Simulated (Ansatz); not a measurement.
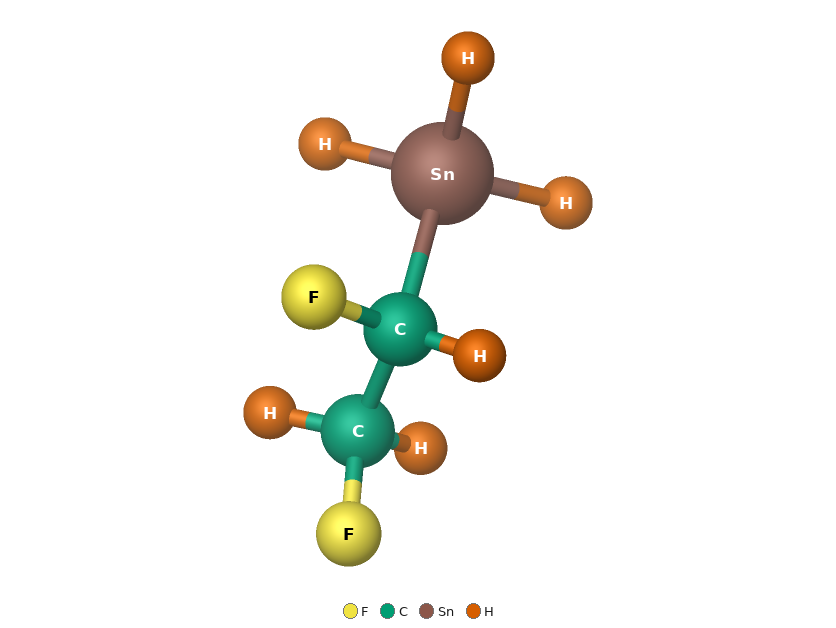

Rendered structure (ball-and-stick style).

Computed geometry: PBE0-D4/def2-TZVP optimisation. No frequency run is at hand to confirm it as a minimum.

Describe the molecule.

It has 11 atoms: 2 carbon, 6 hydrogen, 2 fluorine and 1 tin (C₂H₆F₂Sn). Its SMILES string is `FC[C@H](F)[SnH3]`. Among its groups: C–F bond. The point group is C1. Coordination: 2 C tetrahedral; 1 Sn tetrahedral.

The parts below concern this one geometry. Atoms keep their numbers from picture to picture.

Shape

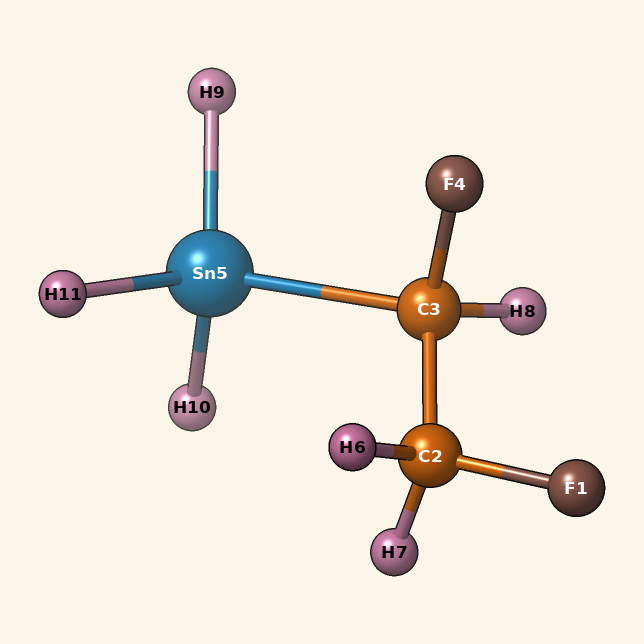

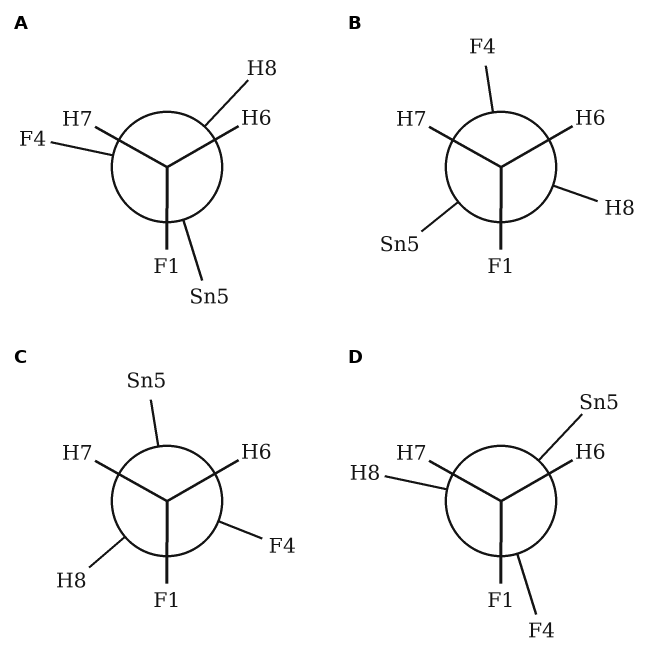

Distant atoms are faded towards the background colour. Bonds that would overlap in a projection are set slightly apart. No frequency run is at hand to confirm it as a minimum.

Which Newman projection shows the view along C2–C3, with C2 in front?

Answer. C. The torsion angle F1–C2–C3–Sn5 is 171°, antiperiplanar (anti).

Dipole moment

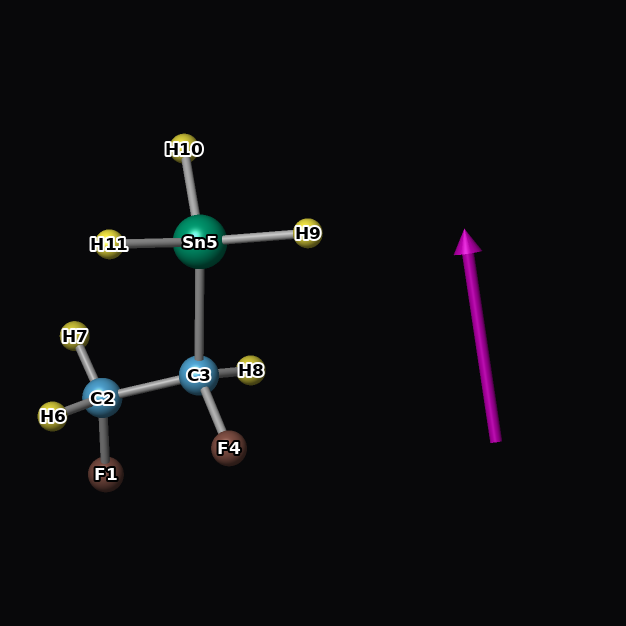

The arrow beside the molecule shows the direction of the dipole moment, from the negative to the positive end (its length means nothing). No frequency run is at hand to confirm it as a minimum. Method: RKS B3LYP-D4/def2-TZVPP, core potentials on Sn (Ansatz 0.2.0).

How large is the dipole moment?

Answer. 2.46 D; it points from the side of F1 to the side of H10 (the outermost atoms at the two ends).

Levels of theory compared

No frequency run is at hand to confirm it as a minimum. Program: Ansatz 0.2.0.

Tabulate HOMO energy (eV) at these levels: B3LYP-D4/def2-TZVPP; PBE-D4/def2-TZVPP; PBE0-D4/def2-TZVPP; r2SCAN-D4/def2-TZVPP; ωB97M-V/def2-TZVPP; ωB97X-V/def2-TZVPP.

```
               level  HOMO energy (eV)
 B3LYP-D4/def2-TZVPP             −8.01
   PBE-D4/def2-TZVPP             −6.85
  PBE0-D4/def2-TZVPP             −8.21
r2SCAN-D4/def2-TZVPP             −7.14
  ωB97M-V/def2-TZVPP            −10.41
  ωB97X-V/def2-TZVPP            −10.52
```

Charges

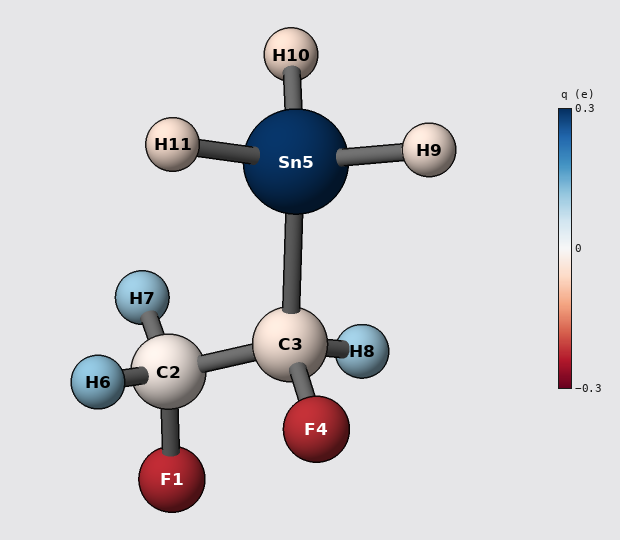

Atoms are coloured by their Mulliken charges. No frequency run is at hand to confirm it as a minimum. Level of theory: RKS PBE0-D4/def2-TZVP, core potentials on Sn (Ansatz 0.2.0).

Give the Mulliken charges atom by atom.

```csv
atom,value (e)
F1,−0.22
C2,−0.02
C3,−0.04
F4,−0.22
Sn5,0.29
H6,0.12
H7,0.11
H8,0.11
H9,−0.04
H10,−0.05
H11,−0.05
```

Mulliken values depend strongly on the basis set and can even reverse the polarity of a bond.
